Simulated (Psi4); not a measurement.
# SnO (tin(ii) oxide): B3LYP/def2-SVP (core potential, sweep point 4)

What is the vertical singlet–triplet gap of SnO (tin(ii) oxide) at B3LYP/def2-SVP (core potential, sweep point 4)? 

The results are computed with Psi4 1.11.

4 further runs of the same task are left out: 4 set aside as unsound or not needed.

**1. The structure to begin with**

SnO has 2 atoms, charge 0, and is taken as a singlet. As SMILES, `[O]=[Sn]`. The shape comes from GFN2-xTB, which is rough for such elements, and wasn't checked as a minimum.

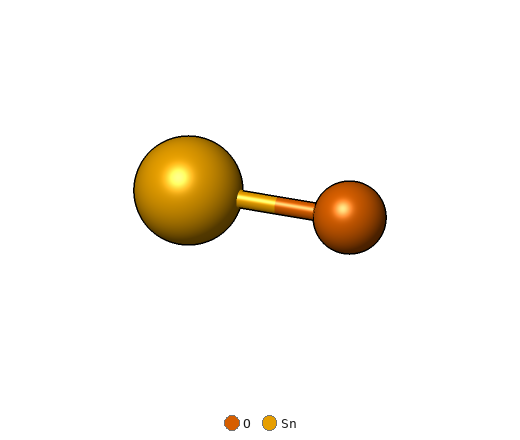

The structure, seen from a chosen angle (oxygen orange, tin amber).

**2. The energy at B3LYP/def2-SVP (core potential, sweep point 4)**

calc.inp reads:

```
memory 1600 mb

molecule m {
  O      0.000000     0.000000     0.000000
  Sn     0.000000     0.000000     1.803580
  symmetry c1
}

set puream true
set scf_type pk
set dft_radial_points 50
set dft_spherical_points 194

E = energy('b3lyp/def2-SVP')
```

Launch:

```
$ psi4 -i calc.inp -o calc.out -n 1
```

calc.out (excerpt; [...] marks lines left out):

```text
[...]
    !!!  WARNING: ECP capability is in beta. Please check occupations closely.  !!!
[...]
  Running in c1 symmetry.
[...]
  Nuclear repulsion =   51.639067342685109
[...]
  Multiplicity = 1
[...]
  Nalpha       = 15
  Nbeta        = 15
[...]
    Number of basis functions: 40
[...]
   @RKS iter   1:  -289.03190314531270   -1.18386e+00   2.50076e-02 DIIS/ADIIS
[...]
   @RKS iter   9:  -289.51559722695595   -1.03968e-07   6.59741e-07 DIIS
[...]
    Orbital Energies [Eh]
    ---------------------
    Doubly Occupied:
       1A    -19.098750     2A     -5.107600     3A     -3.451538
       4A     -3.451538     5A     -3.441671     6A     -1.052094
       7A     -1.034918     8A     -1.034918     9A     -1.027129
      10A     -1.027129    11A     -0.839282    12A     -0.425919
      13A     -0.280123    14A     -0.280123    15A     -0.270210
[...]
  @RKS Final Energy:  -289.51559722695595
   => Energetics <=
    Nuclear Repulsion Energy =             51.6390673426851095
    One-Electron Energy =                -583.3260216705255061
    Two-Electron Energy =                 263.8144232448477737
    DFT Exchange-Correlation Energy =     -21.6430661439633596
    Empirical Dispersion Energy =           0.0000000000000000
    VV10 Nonlocal Energy =                  0.0000000000000000
    Total Energy =                       -289.5155972269559470
[...]
 Multipole Moments:
 ------------------------------------------------------------------------------------
     Multipole            Electronic (a.u.)      Nuclear  (a.u.)        Total (a.u.)
 ------------------------------------------------------------------------------------
 L = 1.  Multiply by 2.5417464519 to convert [e a0] to [Debye]
 Dipole X            :          0.0000001            0.0000000            0.0000001
 Dipole Y            :         -0.0000000            0.0000000           -0.0000000
 Dipole Z            :         16.6791997          -15.2317011            1.4474986
 Magnitude           :                                                    1.4474986
[...]
```

It took 2.1 s on 1 thread of AMD EPYC 7B13 (Zen 3), shared host; peak memory 0.21 GiB.

**3. The triplet**

job.in reads:

```
memory 1600 MB

molecule mol {
  0 3
  O      0.000000     0.000000     0.000000
  Sn     0.000000     0.000000     1.803580
  symmetry c1
}

set globals {
  basis                def2-SVP
  reference            uks
  puream               true
  scf_type             pk
  dft_radial_points    50
  dft_spherical_points 194
  maxiter              150
}

e = energy('b3lyp')
print_variables()
```

Launch:

```
$ psi4 -n 1 job.in job.out
```

job.out (excerpt; [...] marks lines left out):

```text
[...]
    !!!  WARNING: ECP capability is in beta. Please check occupations closely.  !!!
[...]
  Running in c1 symmetry.
[...]
  Nuclear repulsion =   51.639067342685109
[...]
  Multiplicity = 3
[...]
  Nalpha       = 16
  Nbeta        = 14
[...]
    Number of basis functions: 40
[...]
   @UKS iter   1:  -288.96649289962033   -1.11845e+00   2.30343e-02 ADIIS/DIIS
[...]
   @UKS iter  12:  -289.39988559156194   -1.62242e-09   1.31690e-07 DIIS
[...]
   @S^2 Observed:                2.008738436E+00
[...]
    Orbital Energies [Eh]
    ---------------------
    Alpha Occupied:
       1A    -19.156341     2A     -5.122114     3A     -3.466273
       4A     -3.465575     5A     -3.456258     6A     -1.085303
       7A     -1.049923     8A     -1.041273     9A     -1.041112
      10A     -1.040797    11A     -0.902684    12A     -0.479960
      13A     -0.343751    14A     -0.338321    15A     -0.331429
      16A     -0.151683
    Alpha Virtual:
      17A     -0.100976    18A      0.005272    19A      0.134164
      20A      0.221108    21A      0.221109    22A      0.282763
      23A      0.317371    24A      0.319668    25A      0.376636
[...]
  @UKS Final Energy:  -289.39988559156194
   => Energetics <=
    Nuclear Repulsion Energy =             51.6390673426851095
    One-Electron Energy =                -582.5556197094022082
    Two-Electron Energy =                 263.1533759262584340
    DFT Exchange-Correlation Energy =     -21.6367091511033358
    Empirical Dispersion Energy =           0.0000000000000000
    VV10 Nonlocal Energy =                  0.0000000000000000
    Total Energy =                       -289.3998855915619401
[...]
 Multipole Moments:
 ------------------------------------------------------------------------------------
     Multipole            Electronic (a.u.)      Nuclear  (a.u.)        Total (a.u.)
 ------------------------------------------------------------------------------------
 L = 1.  Multiply by 2.5417464519 to convert [e a0] to [Debye]
 Dipole X            :          0.0000063            0.0000000            0.0000063
 Dipole Y            :         -0.0000024            0.0000000           -0.0000024
 Dipole Z            :         16.3038130          -15.2317011            1.0721120
 Magnitude           :                                                    1.0721120
[...]
```

Wall time 2.4 s (1 thread of AMD EPYC 7B13 (Zen 3), shared host); peak memory 0.21 GiB.

**4. Outcome**

At B3LYP/def2-SVP (core potential, sweep point 4):

| quantity | value |
| --- | --- |
| singlet: total energy | -289.51560 Eh |
| singlet: dipole moment | 3.68 D |
| singlet: HOMO energy | -7.35 eV |
| singlet: LUMO energy | -2.25 eV |
| singlet: HOMO–LUMO gap | 5.10 eV |
| triplet: total energy | -289.39989 Eh |
| triplet: dipole moment | 2.73 D |
| triplet: HOMO energy (highest over α and β) | -4.13 eV |
| triplet: ⟨S²⟩ | 2.009 |
| vertical energy of the triplet above the singlet | 3.149 eV |

What this shows: At this shape the triplet lies 3.15 eV (73 kcal/mol) above the singlet.
